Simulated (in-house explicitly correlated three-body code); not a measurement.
Two electrons around a point charge Z = 3, with all interactions Yukawa-screened by 0.03 bohr⁻¹. Computed variationally in 260 exponentially correlated functions with an in-house code, non-relativistic, converged to about 10⁻⁷ hartree. Wanted, and plotted below: the bound S and P states that converged, by term and principal number n, on a logarithmic scale of binding.

The ground state is bound by 74.0 eV. The n = 2 states drawn run, from the deepest, 2 ³S (15.0 eV), 2 ¹S (13.2 eV), 2 ³P (12.8 eV), 2 ¹P (11.9 eV). Exchange puts 2 ³S below 2 ¹S by 1.89 eV and 2 ³P below 2 ¹P by 0.930 eV.

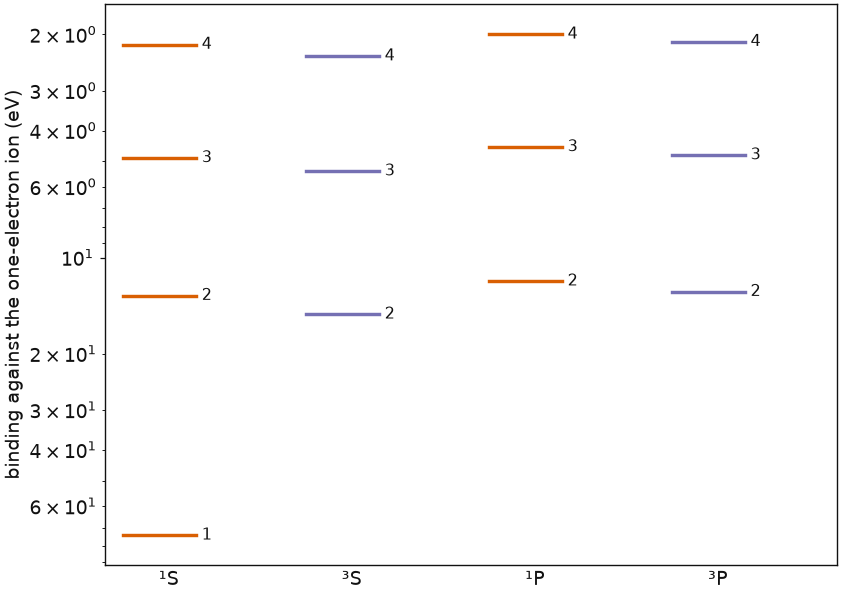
